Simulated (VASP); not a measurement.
```
CELL_PARAMETERS angstrom
      4.15171     0.00000     0.00000
     -2.07586     3.59549     0.00000
      0.00000     0.00000     3.72920
ATOMIC_POSITIONS crystal
  Tb 0.00000 0.00000 0.00000
  Cu 0.33333 0.66667 0.50000
  Ge 0.66667 0.33333 0.50000
```

Method: PBEsol GGA, VASP's PBE PAW potentials (set 64) (plane waves; VASP). Numerical set-up: 400 eV cut-off, 10×10×9 Γ-centred mesh, tetrahedra with Blöchl corrections, potentials Tb_3 Cu Ge_d.

The 4f electrons are frozen in the core of the lanthanide potential, so 4f levels, which can set the real gap, and their magnetism are missing.

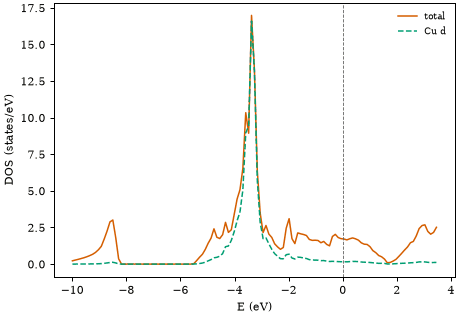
Fig. 1. Total and projected density of states, zero at the Fermi level

Within 2 eV below the Fermi level the largest weight inside VASP's projection spheres is Tb d, then Cu d.

It has no gap at this level: it comes out as a metal or semimetal.

The structure comes from a computed database's TbCuGe entry (P-6m2); how it stands against other phases isn't given here. It was relaxed first.
